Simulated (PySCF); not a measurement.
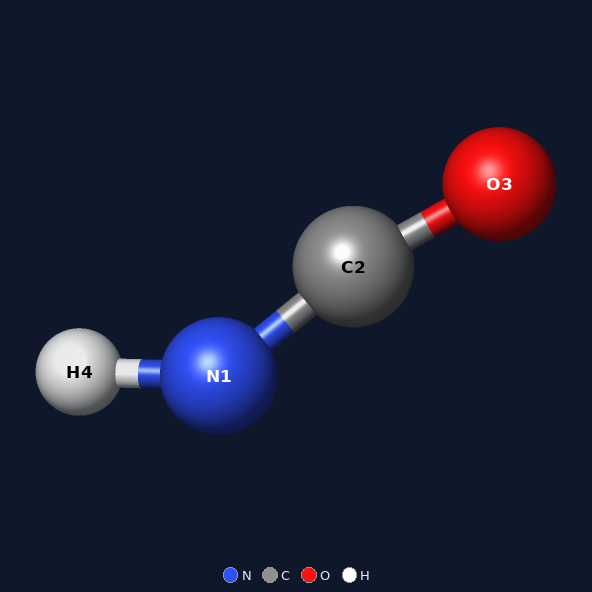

The geometry was computed by an optimisation with GFN2-xTB. No frequency run is at hand to confirm it as a minimum. Properties computed with B3LYP/pcJ-1 indirect spin-spin coupling, non-relativistic, gas phase (PySCF 2.14.0). Isotopes: 13C, 1H, 15N, 17O.

Give the spin–spin coupling constants of these pairs, with the number of bonds between them: N1/C2, N1/H4, C2/O3, N1/O3, C2/H4, O3/H4.

```csv
pair,bonds apart,J (Hz)
"N1, C2",1,−53.9
"N1, H4",1,−119.0
"C2, O3",1,8.9
"N1, O3",2,4.5
"C2, H4",2,29.8
"O3, H4",3,−4.1
```
